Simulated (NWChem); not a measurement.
**CH6GaN (SMILES [CH3][GaH][NH2]): levels of theory compared**

Wanted: a comparison of 3 runs (HF/def2-SVP, PBE0/def2-SVP, TPSSh/def2-SVP) of CH6GaN. 

Program for the calculation: NWChem 7.3.0.

## Step 1: Starting point

CH6GaN has 9 atoms, charge 0, and is taken as a singlet. SMILES: `[CH3][GaH][NH2]`. The coordinates come from a PBE0-D4/def2-TZVP relaxation.

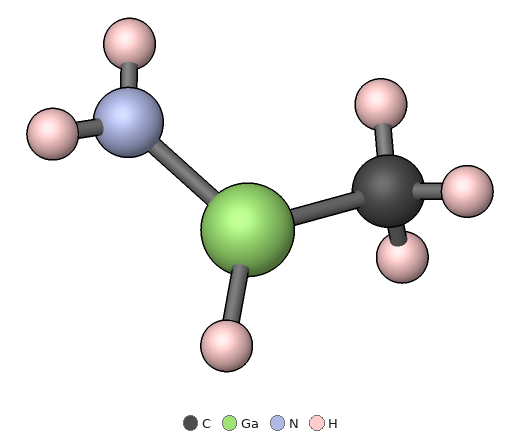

The structure, seen from a chosen angle (carbon dark grey, gallium green, nitrogen light blue, hydrogen pink).

## Step 2: Energy and gradient at HF/def2-SVP (run 1)

File ch6gan.nw:

```
start ch6gan
title "CH6GaN gradient"
memory 2200 mb

geometry units angstroms noautosym nocenter noautoz
  C    -0.279100    0.944700   -1.124800
  Ga    0.513400   -0.531900   -0.104400
  N    -0.068200   -0.807600    1.596800
  H    -0.756000    0.568300   -2.033100
  H     0.493400    1.652200   -1.435600
  H    -1.026300    1.483500   -0.540100
  H     1.617900   -1.521300   -0.608700
  H     0.276500   -1.536600    2.197700
  H    -0.771600   -0.251300    2.052200
end

basis spherical bse
  C library def2-SVP
  Ga library def2-SVP
  N library def2-SVP
  H library def2-SVP
end

scf
  thresh 1e-08
  maxiter 80
  print medium
end

task scf gradient
```

Started as:

```
$ nwchem ch6gan.nw > ch6gan.out
```

Output:

```text
[...]
  functions       =    90
[...]
  wavefunction    = RHF
[...]
         Total SCF energy =  -2018.754612454363
      One-electron energy =  -3190.411154919550
      Two-electron energy =    983.025884274161
 Nuclear repulsion energy =    188.630658191026
        Time for solution =     10.7s
[...]
                         RHF ENERGY GRADIENTS
    atom               coordinates                        gradient
                 x          y          z           x          y          z
   1 C      -0.527423   1.785224  -2.125564    0.000854  -0.003063   0.003898
   2 Ga      0.970185  -1.005145  -0.197287   -0.000667   0.003480  -0.004901
   3 N      -0.128879  -1.526143   3.017514    0.001077   0.001160  -0.004356
   4 H      -1.428633   1.073931  -3.842002    0.000545  -0.000783   0.000511
   5 H       0.932391   3.122205  -2.712891    0.000399  -0.000916   0.000469
   6 H      -1.939426   2.803409  -1.020641    0.000260  -0.000457   0.000278
   7 H       3.057388  -2.874840  -1.150276   -0.001786   0.001023   0.001861
   8 H       0.522509  -2.903753   4.153051    0.002829  -0.004075   0.001502
   9 H      -1.458113  -0.474888   3.878096   -0.003510   0.003632   0.000738
[...]
```

Wall time 15 s (1 thread of Intel Xeon 6975P-C (Granite Rapids), shared host); peak memory 0.1 GiB.

## Step 3: Energy and gradient at PBE0/def2-SVP (run 2)

File ch6gan.xyz:

```xyz
9
CH6GaN
C     -0.279100     0.944700    -1.124800
Ga     0.513400    -0.531900    -0.104400
N     -0.068200    -0.807600     1.596800
H     -0.756000     0.568300    -2.033100
H      0.493400     1.652200    -1.435600
H     -1.026300     1.483500    -0.540100
H      1.617900    -1.521300    -0.608700
H      0.276500    -1.536600     2.197700
H     -0.771600    -0.251300     2.052200
```

File ch6gan.nw:

```
start ch6gan
title "CH6GaN"
memory 2200 mb

geometry units angstrom noautosym nocenter noautoz
  load format xyz ch6gan.xyz
end

basis spherical bse
  * library def2-SVP
end

dft
  xc pbe0
  grid fine
  convergence energy 1e-08
  maxiter 100
  mulliken
end

task dft gradient
```

Started as:

```
$ nwchem ch6gan.nw > ch6gan.out
```

Output:

```text
[...]
          Wavefunction type:  closed shell.
          No. of atoms     :     9
          No. of electrons :    50
[...]
          Charge           :     0
          Spin multiplicity:     1
[...]
          AO basis - number of functions:    90
[...]
              XC Information
              --------------
                         PBE0 Method XC Functional
                     Hartree-Fock (Exact) Exchange  0.250
          PerdewBurkeErnzerhof Exchange Functional  0.750
            Perdew 1991 LDA Correlation Functional  1.000 local
           PerdewBurkeErnz. Correlation Functional  1.000 non-local
[...]
 d= 0,ls=0.0,diis     1  -2020.5946224454 -2.21D+03  1.03D-02  4.29D-01     1.8
[...]
 d= 0,ls=0.0,diis     8  -2020.6493216488  9.27D-09  3.01D-06  3.05D-07    11.1
         Total DFT energy =    -2020.649321648839
      One electron energy =    -3189.541329929757
           Coulomb energy =     1069.551397403464
    Exchange-Corr. energy =      -89.290047313572
 Nuclear repulsion energy =      188.630658191026
[...]
      Total Density - Mulliken Population Analysis
     ---------------------------------------------
    Atom       Charge   Shell Charges
 -----------   ------   -------------------------------------------------------
    1 C    6     6.33   1.99  0.88  0.27  2.09  1.08  0.02
    2 Ga  31    30.60   2.00  2.00  1.99  1.01  0.10  6.00  5.98  0.95  0.43  8.04  1.83  0.27
    3 N    7     7.41   1.99  0.97  0.46  2.42  1.56  0.01
    4 H    1     0.93   0.73  0.18  0.03
    5 H    1     0.93   0.73  0.18  0.03
    6 H    1     0.94   0.73  0.18  0.03
    7 H    1     1.12   0.69  0.41  0.01
    8 H    1     0.87   0.71  0.11  0.05
    9 H    1     0.87   0.71  0.11  0.05
[...]
  wavefunction    = closed shell
[...]
```

It took 16 s on 1 thread of Intel Xeon 6975P-C (Granite Rapids), shared host; peak memory 0.12 GiB.

## Step 4: Energy and forces at TPSSh/def2-SVP (run 3)

File geom.nw:

```
start geom
title "CH6GaN TPSSh"
memory stack 880 mb heap 220 mb global 1100 mb

geometry units angstroms noautosym nocenter noautoz
C       -0.279100       0.944700      -1.124800
Ga       0.513400      -0.531900      -0.104400
N       -0.068200      -0.807600       1.596800
H       -0.756000       0.568300      -2.033100
H        0.493400       1.652200      -1.435600
H       -1.026300       1.483500      -0.540100
H        1.617900      -1.521300      -0.608700
H        0.276500      -1.536600       2.197700
H       -0.771600      -0.251300       2.052200
end

basis spherical bse
* library def2-SVP
end

dft
xc xctpssh
grid fine
convergence energy 1e-08
maxiter 100
mulliken
end

task dft gradient
```

Started as:

```
$ nwchem geom.nw > geom.out
```

Output:

```text
[...]
          Wavefunction type:  closed shell.
          No. of atoms     :     9
          No. of electrons :    50
[...]
          Charge           :     0
          Spin multiplicity:     1
[...]
          AO basis - number of functions:    90
[...]
              XC Information
              --------------
                  TPSS hybrid Method XC Functional
                     Hartree-Fock (Exact) Exchange  0.100
                  TPSS metaGGA Exchange Functional  0.900
             TPSS03 metaGGA Correlation Functional  1.000
[...]
 d= 0,ls=0.0,diis     1  -2020.9489758064 -2.21D+03  1.22D-02  4.34D-01     2.1
[...]
 d= 0,ls=0.0,diis    10  -2021.0098644115 -5.52D-10  2.12D-07  9.03D-10    16.5
         Total DFT energy =    -2021.009864411452
      One electron energy =    -3189.049090219970
           Coulomb energy =     1069.042709293148
    Exchange-Corr. energy =      -89.634141675656
 Nuclear repulsion energy =      188.630658191026
[...]
      Total Density - Mulliken Population Analysis
     ---------------------------------------------
    Atom       Charge   Shell Charges
 -----------   ------   -------------------------------------------------------
    1 C    6     6.27   1.99  0.88  0.25  2.09  1.04  0.02
    2 Ga  31    30.62   2.00  2.00  1.99  1.03  0.09  6.00  5.98  0.96  0.43  8.02  1.83  0.28
    3 N    7     7.38   1.99  0.98  0.45  2.43  1.53  0.01
    4 H    1     0.95   0.74  0.18  0.03
    5 H    1     0.95   0.74  0.18  0.03
    6 H    1     0.96   0.75  0.18  0.02
    7 H    1     1.13   0.71  0.41  0.01
    8 H    1     0.88   0.72  0.11  0.05
    9 H    1     0.88   0.72  0.11  0.05
[...]
  wavefunction    = closed shell
[...]
```

It took 23 s on 1 thread of Intel Xeon 6975P-C (Granite Rapids), shared host; peak memory 0.12 GiB.

## Step 5: The series

| run | level | iteration cap | module | energy (Eh) | dipole moment (D) | HOMO energy (eV) | LUMO energy (eV) | wall time |
| --- | --- | --- | --- | --- | --- | --- | --- | --- |
| 1 | HF/def2-SVP | 80 | scf | -2018.754612 | 0.75 | -10.45 | 2.68 | 15 s |
| 2 | PBE0/def2-SVP | 100 | dft | -2020.649322 | 1.01 | -7.03 | -0.10 | 16 s |
| 3 | TPSSh/def2-SVP | 100 | dft | -2021.009864 | 1.10 | -6.27 | -0.43 | 23 s |

## Step 6: Outcome

| quantity | value |
| --- | --- |
| run 3: total energy | -2021.00986 Eh |
| run 3: dipole moment | 1.10 D |
| run 3: HOMO energy | -6.27 eV |
| run 3: LUMO energy | -0.43 eV |
| run 3: HOMO–LUMO gap | 5.84 eV |
| run 3: largest force on an atom | 0.500 eV/Å |

The dipole moment (its size) runs from 0.75 D (HF/def2-SVP) to 1.10 D (TPSSh/def2-SVP). The HOMO–LUMO gap runs from 5.84 eV (TPSSh/def2-SVP) to 13.13 eV (HF/def2-SVP). Exact exchange widens orbital gaps. Totals of different functionals can't be ranked against each other. All runs together took 54 s, the longest 23 s.
